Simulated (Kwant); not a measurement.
Device: Aharonov-Bohm ring in a Si two-dimensional gas. Effective mass 0.19 mₑ, grid spacing 5 nm, hard walls, nominal width 60 nm (11 grid rows, so walls 60 nm apart), one parabolic valley, scattering region 370 nm long along x; energies count from the band bottom; Fermi energy 0.00353 eV. Ring of mean radius 96 nm, arms as wide as the leads. Perpendicular field swept from 0 to 0.86 T, none in the leads; orbital effect alone.

Constants are typed, rounded textbook-type inputs, not results; the design itself was drawn at random and stands for no fabricated device.

Model: effective-mass tight-binding model on a square grid, one spin, coherent transport at 0 K (Kwant). Conductance is in e²/h.

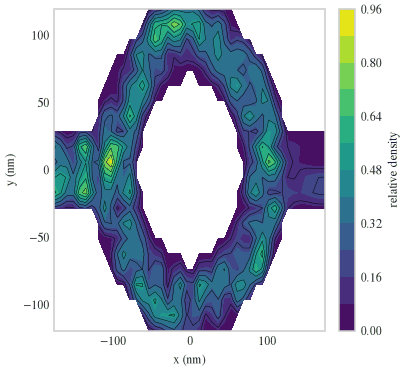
Figure. Density of the scattering states that come in from the left lead, at field = 0.43483 T, in bins, relative to the largest site value

The conductance there is 0.86 e²/h with 2 open channel(s) in the leads.
